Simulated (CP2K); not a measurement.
**PM6 run of CH6GaNO2 (SMILES C[O][Ga]([NH2])[OH])**

Aim: the energy change on altering one bond length of CH6GaNO2 at PM6, from 2 runs. 

The results are computed with CP2K 2026.2.

3 further runs of the same task are left out: 3 set aside as unsound or not needed.

## 1. The molecule

CH6GaNO2 has 11 atoms, charge 0, and is taken as a singlet. SMILES: `C[O][Ga]([NH2])[OH]`. The shape comes from GFN2-xTB, which is rough for such elements, and wasn't checked as a minimum. This is one conformer, not always the lowest.

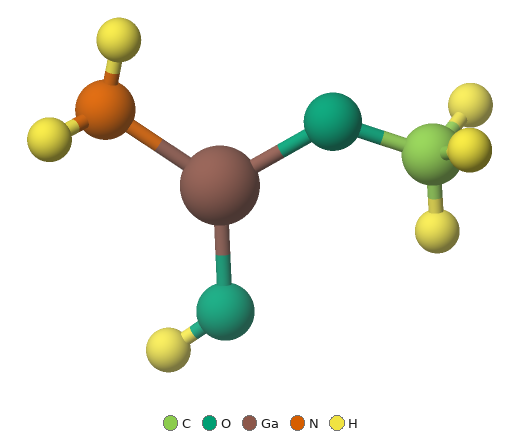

Viewed from a chosen angle; carbon green, oxygen teal, gallium brown, nitrogen orange, hydrogen yellow.

## 2. The energy at PM6

calc.inp

```
&GLOBAL
   PROJECT_NAME calc
   RUN_TYPE ENERGY
   PRINT_LEVEL MEDIUM
&END

&FORCE_EVAL
   METHOD Quickstep
   &DFT
      &QS
         METHOD PM6
         EPS_DEFAULT 1.0E-10
         &SE
            &COULOMB
               CUTOFF [angstrom] 50
               RC_RANGE [angstrom] 0
            &END
            &EXCHANGE
               CUTOFF [angstrom] 50
               RC_RANGE [angstrom] 0
            &END
         &END
      &END
      &POISSON
         PERIODIC NONE
         POISSON_SOLVER ANALYTIC
      &END
      &SCF
         SCF_GUESS ATOMIC
         EPS_SCF 1.0E-06
         MAX_SCF 80
         ADDED_MOS 4
         &DIAGONALIZATION
            ALGORITHM STANDARD
         &END
         &MIXING
            METHOD DIRECT_P_MIXING
            ALPHA 0.4
         &END
      &END
      &PRINT
         &MOMENTS
            PERIODIC F
            REFERENCE COM
            MAX_MOMENT 1
         &END
         &MO ON
            ENERGIES T
            OCCUPATION_NUMBERS T
            NDIGITS 6
            &EACH
               QS_SCF 0
            &END
            ADD_LAST NUMERIC
         &END
         &HIRSHFELD OFF
         &END
      &END
   &END
   &SUBSYS
      &CELL
         ABC 13.9 14.6 14.6
         PERIODIC NONE
      &END
      &COORD
         UNIT bohr
         C     -2.3981380    -2.5889626     1.9098517
         O     -0.8202356    -0.4323882     1.7447652
         Ga     0.8688961     0.8157570    -0.8301945
         N      3.0094644     3.4790992    -0.1216228
         O      0.5642911    -0.6865942    -3.7529205
         H     -4.3132810    -1.9804897     2.3863462
         H     -2.4558314    -3.6554673     0.1421830
         H     -1.6776800    -3.8138831     3.4088203
         H      2.7672582     4.1554511     1.6552489
         H      2.9123514     4.9577154    -1.3394757
         H      1.5429236    -0.2502564    -5.2030018
      &END
      &TOPOLOGY
         &CENTER_COORDINATES
         &END
      &END
   &END
&END
```

Started as:

```
$ OMP_NUM_THREADS=1 cp2k.psmp -i calc.inp > calc.out 2>&1
```

What it wrote:

```text
CP2K| version string:                                       CP2K version 2026.2
[...]
 GLOBAL| Method name                                                        CP2K
[...]
 GLOBAL| Run type                                                         ENERGY
[...]
                             - Atoms:                                         11
[...]
                             - Spherical basis functions:                     26
[...]
 Number of electrons:                                                         30
[...]
     1 P_Mix/Diag. 0.40E+00    0.0     0.76318670       -30.3540149129 -3.04E+01
[...]
    17 DIIS/Diag.  0.15E-06    0.0     0.00000025       -37.7194635990 -9.69E-12
  *** SCF run converged in    17 steps ***
  Core-core repulsion energy [eV]:                           2009.54888735145232
  Core Hamiltonian energy [eV]:                             -1707.18482863718464
  Two-electron integral energy [eV]:                        -2657.52572314097551
  Electronic energy [eV]:                                   -3035.94769020767262
  Total energy [eV]:                                        -1026.39880285622007
  Atomic reference energy [eV]:                              1022.94405650967792
  Heat of formation [kcal/mol]:                               -79.66834968362245
[...]
 SE_DIPOLE| Moment [Debye]          0.47072265      -1.41122112       0.51905790
 SE_DIPOLE| Derivative [a.u.]       0.00000000       0.00000000       0.00000000
 ENERGY| Total FORCE_EVAL ( QS ) energy [hartree]            -37.719463599015754
[...]
```

Wall time 0.26 s (1 thread of Arm Neoverse V1, shared host).

## 3. The distorted shape

molecule.inp

```
&FORCE_EVAL
   METHOD QUICKSTEP
   &DFT
      &QS
         METHOD PM6
         EPS_DEFAULT 1.0E-10
         &SE
            &COULOMB
               CUTOFF [angstrom] 50
               RC_RANGE [angstrom] 0
            &END COULOMB
            &EXCHANGE
               CUTOFF [angstrom] 50
               RC_RANGE [angstrom] 0
            &END EXCHANGE
         &END SE
      &END QS
      &POISSON
         PERIODIC NONE
         POISSON_SOLVER ANALYTIC
      &END POISSON
      &SCF
         SCF_GUESS ATOMIC
         EPS_SCF 1.0E-06
         MAX_SCF 80
         ADDED_MOS 4
         &DIAGONALIZATION
            ALGORITHM STANDARD
         &END DIAGONALIZATION
         &MIXING
            METHOD DIRECT_P_MIXING
            ALPHA 0.4
         &END MIXING
      &END SCF
      &PRINT
         &MOMENTS
            PERIODIC F
            REFERENCE COM
            MAX_MOMENT 1
         &END MOMENTS
         &MO ON
            ENERGIES T
            OCCUPATION_NUMBERS T
            NDIGITS 6
            &EACH
               QS_SCF 0
            &END EACH
            ADD_LAST NUMERIC
         &END MO
         &HIRSHFELD OFF
         &END HIRSHFELD
      &END PRINT
   &END DFT
   &SUBSYS
      &CELL
         ABC 14.4 15 15.4
         PERIODIC NONE
      &END CELL
      &COORD
         UNIT bohr
         C     -3.4116001    -3.3378365     3.4548030
         O     -1.8336976    -1.1812621     3.2897165
         Ga     0.8688961     0.8157570    -0.8301945
         N      3.0094644     3.4790992    -0.1216228
         O      0.5642911    -0.6865942    -3.7529205
         H     -5.3267430    -2.7293636     3.9312974
         H     -3.4692934    -4.4043412     1.6871343
         H     -2.6911420    -4.5627570     4.9537715
         H      2.7672582     4.1554511     1.6552489
         H      2.9123514     4.9577154    -1.3394757
         H      1.5429236    -0.2502564    -5.2030018
      &END COORD
      &TOPOLOGY
         &CENTER_COORDINATES
         &END CENTER_COORDINATES
      &END TOPOLOGY
   &END SUBSYS
&END FORCE_EVAL

&GLOBAL
   PROJECT_NAME molecule
   RUN_TYPE ENERGY
   PRINT_LEVEL MEDIUM
&END GLOBAL
```

Started as:

```
$ OMP_NUM_THREADS=1 cp2k.psmp -i molecule.inp > molecule.out 2>&1
```

What it wrote:

```text
CP2K| version string:                                       CP2K version 2026.2
[...]
 GLOBAL| Method name                                                        CP2K
[...]
 GLOBAL| Run type                                                         ENERGY
[...]
                             - Atoms:                                         11
[...]
                             - Spherical basis functions:                     26
[...]
 Number of electrons:                                                         30
[...]
     1 P_Mix/Diag. 0.40E+00    0.0     0.76967362       -30.5513879383 -3.06E+01
[...]
    21 DIIS/Diag.  0.15E-06    0.0     0.00000044       -37.5703608972 -1.39E-11
  *** SCF run converged in    21 steps ***
  Core-core repulsion energy [eV]:                           1817.33402796257428
  Core Hamiltonian energy [eV]:                             -1700.30484913227701
  Two-electron integral energy [eV]:                        -2278.74138166916418
  Electronic energy [eV]:                                   -2839.67553996685911
  Total energy [eV]:                                        -1022.34151200428482
  Atomic reference energy [eV]:                              1022.94405650967792
  Heat of formation [kcal/mol]:                                13.89500748836465
[...]
 SE_DIPOLE| Moment [Debye]         -1.56275273      -2.98251471       2.94566993
 SE_DIPOLE| Derivative [a.u.]       0.00000000       0.00000000       0.00000000
 ENERGY| Total FORCE_EVAL ( QS ) energy [hartree]            -37.570360897244939
[...]
```

It took 0.28 s on 1 thread of Arm Neoverse V1, shared host.

## 4. Outcome

At PM6:

| quantity | value |
| --- | --- |
| first shape: total energy | -37.71946 Eh |
| first shape: dipole moment | 1.58 D |
| first shape: HOMO energy | -10.26 eV |
| first shape: LUMO energy | -0.64 eV |
| first shape: HOMO–LUMO gap | 9.63 eV |
| first shape: heat of formation | -79.7 kcal/mol |
| distorted shape: total energy | -37.57036 Eh |
| distorted shape: dipole moment | 4.47 D |
| distorted shape: HOMO energy | -8.73 eV |
| distorted shape: LUMO energy | -3.01 eV |
| distorted shape: HOMO–LUMO gap | 5.71 eV |
| distorted shape: heat of formation | 13.9 kcal/mol |
| energy change with the O2–Ga3 bond stretched from 1.758 to 2.813 Å | 4.057 eV |

**Reading.** With the O2–Ga3 bond stretched from 1.758 to 2.813 Å the energy rises by 4.06 eV (391 kJ/mol). The first shape isn't relaxed at this level, so the change isn't measured from a minimum.
